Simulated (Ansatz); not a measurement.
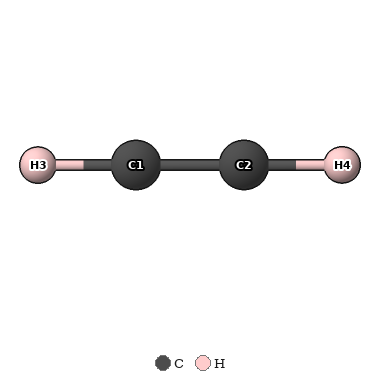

The system is C₂H₂, SMILES C#C; the picture shows the grid point nearest to the relaxed geometry. Two internal coordinates are moved rigidly from the geometry relaxed at PBE0-D4/def2-TZVP, all others fixed. Coordinates scanned: (1) bond C1–H3; (2) bond C2–H4. Grid: 7 × 7 points. Energies are in eV, from the lowest grid point. Level of theory: RKS r2SCAN-D4/def2-TZVPP in Ansatz 0.2.0.

Its coordinates:

```xyz
4

C     0.1555   -0.5421    0.2004
C    -0.1555    0.5421   -0.2004
H     0.4383   -1.5275    0.5647
H    -0.4383    1.5275   -0.5647
```

Range: bond C1–H3 from 0.958 to 1.278 Å; bond C2–H4 from 0.958 to 1.278 Å.

Predict the map.

The lowest grid point is at bond C1–H3 = 1.088 Å, bond C2–H4 = 1.088 Å. The bottom of the well lies between grid points, at about bond C1–H3 = 1.063 Å, bond C2–H4 = 1.063 Å, about 0.024 eV lower on the interpolated surface. It is the only kind of minimum in the scanned range. The highest grid point, bond C1–H3 = 1.278 Å, bond C2–H4 = 1.278 Å, lies 1.24 eV above the lowest. Round the minimum the contours are nearly round: the two directions are equally stiff and uncoupled.

| bond C2–H4 ↓, bond C1–H3 → | 0.958 | 0.989 | 1.035 | 1.088 | 1.147 | 1.210 | 1.278 |
| --- | --- | --- | --- | --- | --- | --- | --- |
| 1.278 | 0.88 | 0.74 | 0.63 | 0.62 | 0.73 | 0.94 | 1.24 |
| 1.210 | 0.58 | 0.44 | 0.32 | 0.32 | 0.43 | 0.64 | 0.94 |
| 1.147 | 0.37 | 0.22 | 0.11 | 0.11 | 0.22 | 0.43 | 0.73 |
| 1.088 | 0.26 | 0.12 | 0.01 | 0.00 | 0.11 | 0.32 | 0.62 |
| 1.035 | 0.27 | 0.12 | 0.01 | 0.01 | 0.11 | 0.32 | 0.63 |
| 0.989 | 0.38 | 0.23 | 0.12 | 0.12 | 0.22 | 0.44 | 0.74 |
| 0.958 | 0.52 | 0.38 | 0.27 | 0.26 | 0.37 | 0.58 | 0.88 |

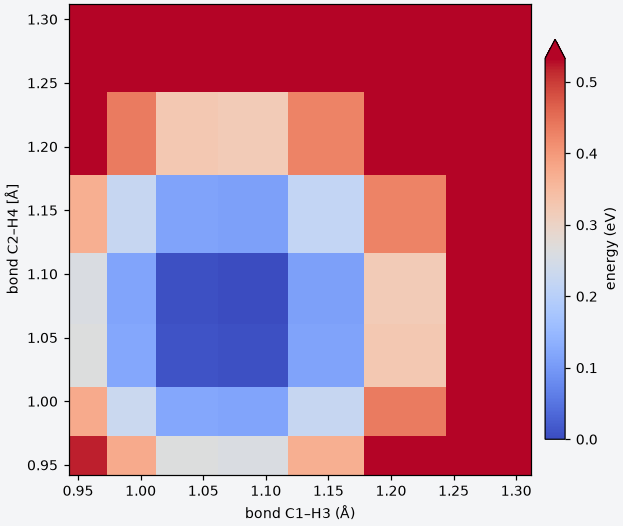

In the figure: one coloured cell a grid point, one colour for all values above the top of the scale.
